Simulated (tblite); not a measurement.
**Geometry relaxation of C₇H₁₄OSe₂ (part 2 of 2)**

C₇H₁₄OSe₂, SMILES C=COCC[Se]CC[Se]C; GFN2-xTB geometry optimisation, gas phase (tblite 0.8.0). 

Geometry of the input (Å):
```
C  5.1629  1.0783  -0.5697
C  4.3757  0.4952  0.3222
O  3.0919  0.1073  -0.0024
C  2.2242  -0.5144  0.9275
C  0.8744  -0.8166  0.3014
Se -0.0260  0.8503  -0.2030
C  -1.5843  -0.0609  -0.9361
C  -2.5932  -0.3465  0.1734
Se -4.1580  -1.2715  -0.5606
C  -5.0558  0.3901  -1.0640
H  6.1595  1.3757  -0.3115
H  4.7824  1.2690  -1.5670
H  4.7582  0.3078  1.3392
H  2.6879  -1.4783  1.2684
H  2.0796  0.1451  1.8227
H  1.0206  -1.4401  -0.5991
H  0.2446  -1.3693  1.0192
H  -2.0424  0.5937  -1.6957
H  -1.2801  -1.0060  -1.4229
H  -2.1378  -1.0116  0.9395
H  -2.9089  0.6006  0.6691
H  -5.2161  1.0246  -0.1690
H  -4.4309  0.9528  -1.7940
H  -6.0402  0.1445  -1.5255
```

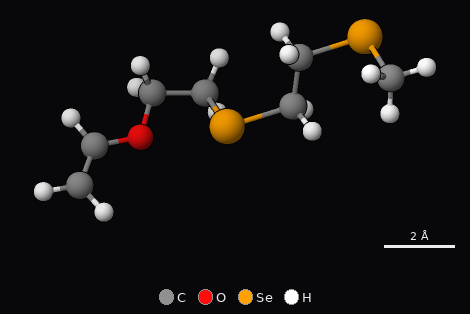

Fig. 1: The geometry at step 162 of the log (ball-and-stick view, seen at a tilt).

Trajectory as extended XYZ, continued:
```
24
Properties=species:S:1:pos:R:3:forces:R:3 step=81 energy=-884.06260
C     4.9597    1.2207   -0.5475   -0.0200   0.0080   0.0120
C     4.1978    0.5582    0.3051   -0.0040  -0.0130  -0.0070
O     2.9451    0.1347   -0.0152   -0.0220   0.0050  -0.0170
C     2.2817   -0.6491    0.9496   -0.0060  -0.0060   0.0030
C     0.9367   -1.0091    0.3539   -0.0220   0.0140  -0.0080
Se    0.2210    0.6374   -0.4594   -0.0010   0.0030  -0.0170
C    -1.5553   -0.0779   -0.9736    0.0110   0.0010   0.0020
C    -2.4683   -0.2889    0.2064   -0.0020   0.0020  -0.0010
Se   -4.1932   -1.1039   -0.3188   -0.0150   0.0100  -0.0110
C    -5.0365    0.4745   -1.1047    0.0150  -0.0130   0.0020
H     5.9419    1.5477   -0.2660   -0.0010   0.0060  -0.0050
H     4.6084    1.4585   -1.5343   -0.0020   0.0020  -0.0060
H     4.5305    0.3112    1.3079    0.0120   0.0040   0.0130
H     2.8600   -1.5541    1.1835    0.0100  -0.0280  -0.0020
H     2.1465   -0.0724    1.8759   -0.0100   0.0060   0.0170
H     1.0406   -1.7508   -0.4390    0.0120   0.0120  -0.0070
H     0.2499   -1.3710    1.1187   -0.0050  -0.0070   0.0030
H    -1.9638    0.6599   -1.6657    0.0010  -0.0040   0.0040
H    -1.3767   -1.0089   -1.5157   -0.0050  -0.0100   0.0130
H    -2.0402   -0.9893    0.9249   -0.0040   0.0050   0.0040
H    -2.7023    0.6478    0.7143    0.0270   0.0090   0.0040
H    -5.1036    1.2572   -0.3525    0.0160  -0.0100  -0.0100
H    -4.4591    0.8091   -1.9626   -0.0030   0.0040   0.0050
H    -6.0326    0.1785   -1.4233    0.0180   0.0000   0.0080
24
Properties=species:S:1:pos:R:3:forces:R:3 step=121 energy=-884.07640
C     4.7895    1.4149   -0.4886   -0.0050   0.0120  -0.0040
C     4.1115    0.6199    0.3202    0.0170   0.0050   0.0020
O     2.8859    0.1296   -0.0094    0.0210  -0.0060   0.0160
C     2.2913   -0.7680    0.9009   -0.0110   0.0040   0.0080
C     0.9661   -1.1539    0.2778   -0.0070  -0.0210  -0.0230
Se    0.2354    0.4846   -0.5372    0.0200   0.0050  -0.0230
C    -1.5651   -0.2412   -0.9252   -0.0100   0.0020  -0.0030
C    -2.4554   -0.2167    0.2897   -0.0020   0.0060  -0.0020
Se   -4.2618   -0.9246   -0.0913    0.0060  -0.0330   0.0190
C    -4.9127    0.5809   -1.1477    0.0000   0.0150  -0.0070
H     5.7530    1.7958   -0.2103   -0.0070  -0.0050   0.0080
H     4.3852    1.7073   -1.4400   -0.0060   0.0030  -0.0060
H     4.4947    0.3144    1.2885   -0.0080  -0.0060   0.0030
H     2.9297   -1.6503    1.0557   -0.0130   0.0090  -0.0030
H     2.1300   -0.2761    1.8704    0.0120   0.0160   0.0130
H     1.1093   -1.8735   -0.5278   -0.0010  -0.0410  -0.0260
H     0.2645   -1.5489    1.0115    0.0020   0.0090   0.0190
H    -1.9635    0.3872   -1.7223   -0.0070   0.0060   0.0070
H    -1.4310   -1.2549   -1.3079    0.0060   0.0090   0.0010
H    -2.0611   -0.8448    1.0902   -0.0170   0.0040  -0.0040
H    -2.5900    0.7991    0.6654    0.0130   0.0000   0.0160
H    -4.7701    1.4949   -0.5758   -0.0060   0.0040  -0.0220
H    -4.3762    0.6261   -2.0922   -0.0110   0.0150   0.0030
H    -5.9709    0.4180   -1.3326    0.0110  -0.0120   0.0070
24
Properties=species:S:1:pos:R:3:forces:R:3 step=141 energy=-884.08026
C     4.7335    1.4652   -0.4605   -0.0050   0.0050   0.0000
C     4.0868    0.6235    0.3262   -0.0070   0.0100   0.0020
O     2.8805    0.0989   -0.0215   -0.0030  -0.0020  -0.0090
C     2.2836   -0.7977    0.8885   -0.0040  -0.0010  -0.0070
C     0.9711   -1.2078    0.2507   -0.0080   0.0010  -0.0020
Se    0.2679    0.4094   -0.6313    0.0170   0.0160  -0.0010
C    -1.5715   -0.2549   -0.9340    0.0060   0.0020   0.0040
C    -2.4148   -0.1835    0.3118   -0.0110   0.0010  -0.0060
Se   -4.2471   -0.8567   -0.0027   -0.0080   0.0150  -0.0060
C    -4.8793    0.5931   -1.1498   -0.0030  -0.0040   0.0070
H     5.6868    1.8687   -0.1797   -0.0040   0.0000   0.0220
H     4.3117    1.7706   -1.4002    0.0030  -0.0070  -0.0120
H     4.4741    0.3043    1.2883    0.0220  -0.0040  -0.0070
H     2.9322   -1.6687    1.0597   -0.0060  -0.0010   0.0150
H     2.1025   -0.2961    1.8500    0.0090  -0.0060  -0.0020
H     1.1228   -1.9614   -0.5232    0.0070  -0.0010   0.0030
H     0.2559   -1.5687    0.9889   -0.0110  -0.0030  -0.0020
H    -1.9772    0.3834   -1.7196    0.0040  -0.0120  -0.0060
H    -1.4931   -1.2769   -1.3093    0.0040   0.0040  -0.0100
H    -2.0154   -0.8121    1.1095   -0.0050   0.0090  -0.0050
H    -2.5061    0.8415    0.6760    0.0010  -0.0050   0.0060
H    -4.7131    1.5413   -0.6446    0.0020  -0.0010   0.0010
H    -4.3608    0.5686   -2.1051    0.0020  -0.0130   0.0120
H    -5.9427    0.4357   -1.3063   -0.0040  -0.0020   0.0050
24
Properties=species:S:1:pos:R:3:forces:R:3 step=162 energy=-884.08146
C     4.7088    1.4887   -0.4428    0.0010  -0.0090  -0.0010
C     4.0779    0.6180    0.3253    0.0030  -0.0070   0.0060
O     2.8906    0.0620   -0.0389    0.0070   0.0020   0.0050
C     2.2791   -0.8141    0.8820   -0.0040   0.0030  -0.0040
C     0.9695   -1.2221    0.2368    0.0010  -0.0060   0.0060
Se    0.2810    0.3928   -0.6618    0.0000  -0.0050  -0.0040
C    -1.5674   -0.2600   -0.9428    0.0030  -0.0010   0.0020
C    -2.3977   -0.1636    0.3103   -0.0070  -0.0020  -0.0010
Se   -4.2393   -0.8302    0.0367    0.0050   0.0000   0.0010
C    -4.8721    0.5928   -1.1405   -0.0040   0.0000   0.0020
H     5.6492    1.9095   -0.1431   -0.0100   0.0000   0.0030
H     4.2919    1.7957   -1.3843    0.0010  -0.0010   0.0040
H     4.4706    0.2948    1.2838    0.0030   0.0000   0.0030
H     2.9160   -1.6896    1.0771    0.0030   0.0220  -0.0090
H     2.0942   -0.2947    1.8333    0.0000  -0.0040  -0.0110
H     1.1266   -1.9822   -0.5297   -0.0030   0.0050   0.0000
H     0.2454   -1.5748    0.9703   -0.0030  -0.0020   0.0010
H    -1.9755    0.3680   -1.7353    0.0060   0.0010   0.0000
H    -1.4983   -1.2874   -1.3048    0.0000  -0.0010   0.0010
H    -1.9935   -0.7816    1.1137    0.0040   0.0050  -0.0030
H    -2.4766    0.8674    0.6601   -0.0030   0.0000   0.0000
H    -4.6820    1.5527   -0.6669    0.0020   0.0050  -0.0030
H    -4.3698    0.5292   -2.1023    0.0000   0.0010  -0.0010
H    -5.9403    0.4485   -1.2745   -0.0060  -0.0050   0.0050
24
Properties=species:S:1:pos:R:3:forces:R:3 step=202 energy=-884.08238
C     4.7184    1.4874   -0.4114   -0.0020  -0.0010   0.0020
C     4.0792    0.6131    0.3453   -0.0020  -0.0020  -0.0010
O     2.8964    0.0600   -0.0372   -0.0060   0.0010  -0.0070
C     2.2712   -0.8168    0.8735    0.0010   0.0010   0.0000
C     0.9722   -1.2289    0.2102    0.0010   0.0000  -0.0010
Se    0.2971    0.3793   -0.7111   -0.0020  -0.0010   0.0020
C    -1.5600   -0.2599   -0.9688   -0.0010  -0.0010   0.0020
C    -2.3763   -0.1272    0.2904    0.0020   0.0010   0.0000
Se   -4.2154   -0.8190    0.0726    0.0010   0.0010  -0.0010
C    -4.8970    0.5748   -1.1127    0.0010   0.0020  -0.0020
H     5.6536    1.9095   -0.0985    0.0010  -0.0010   0.0010
H     4.3106    1.7981   -1.3556    0.0030   0.0020  -0.0010
H     4.4606    0.2844    1.3065    0.0000   0.0000   0.0040
H     2.9087   -1.6887    1.0785    0.0020  -0.0030   0.0000
H     2.0704   -0.2975    1.8212   -0.0010   0.0050   0.0020
H     1.1404   -1.9939   -0.5490    0.0010   0.0000  -0.0010
H     0.2363   -1.5763    0.9345    0.0000  -0.0010  -0.0040
H    -1.9688    0.3536   -1.7721    0.0000  -0.0010   0.0020
H    -1.5030   -1.2960   -1.3075   -0.0010   0.0010   0.0010
H    -1.9539   -0.7122    1.1092    0.0000   0.0030  -0.0010
H    -2.4598    0.9146    0.6054   -0.0010  -0.0010   0.0010
H    -4.6820    1.5463   -0.6745   -0.0010  -0.0010  -0.0010
H    -4.4398    0.4840   -2.0948    0.0030   0.0000   0.0020
H    -5.9709    0.4312   -1.1926    0.0020  -0.0020   0.0010
24
Properties=species:S:1:pos:R:3:forces:R:3 step=223 energy=-884.08266
C     4.7393    1.4724   -0.3993    0.0000  -0.0010   0.0010
C     4.0807    0.6083    0.3525    0.0000   0.0000   0.0000
O     2.8980    0.0630   -0.0416    0.0020  -0.0010   0.0010
C     2.2594   -0.8064    0.8671    0.0010  -0.0010  -0.0010
C     0.9711   -1.2242    0.1877    0.0010   0.0020  -0.0010
Se    0.2965    0.3843   -0.7331   -0.0020  -0.0020   0.0010
C    -1.5640   -0.2512   -0.9752    0.0020   0.0010   0.0000
C    -2.3690   -0.1109    0.2904    0.0010   0.0000   0.0000
Se   -4.2044   -0.8186    0.0967    0.0000  -0.0010   0.0000
C    -4.9047    0.5566   -1.0988   -0.0010   0.0000   0.0000
H     5.6741    1.8858   -0.0735   -0.0020   0.0000  -0.0020
H     4.3503    1.7836   -1.3514    0.0000  -0.0020   0.0030
H     4.4463    0.2819    1.3208   -0.0010   0.0020  -0.0020
H     2.8940   -1.6765    1.0893    0.0000   0.0010  -0.0010
H     2.0438   -0.2786    1.8070    0.0010  -0.0020  -0.0020
H     1.1535   -1.9843   -0.5731    0.0010   0.0010   0.0010
H     0.2292   -1.5800    0.9017    0.0010   0.0000  -0.0020
H    -1.9779    0.3595   -1.7778   -0.0010   0.0000   0.0000
H    -1.5116   -1.2890   -1.3094    0.0000   0.0020   0.0020
H    -1.9344   -0.6845    1.1108    0.0000   0.0000   0.0020
H    -2.4566    0.9333    0.5961   -0.0010   0.0010   0.0000
H    -4.7099    1.5341   -0.6645   -0.0010   0.0000  -0.0010
H    -4.4402    0.4689   -2.0777   -0.0010   0.0000   0.0000
H    -5.9752    0.3923   -1.1832    0.0000   0.0010  -0.0020
```
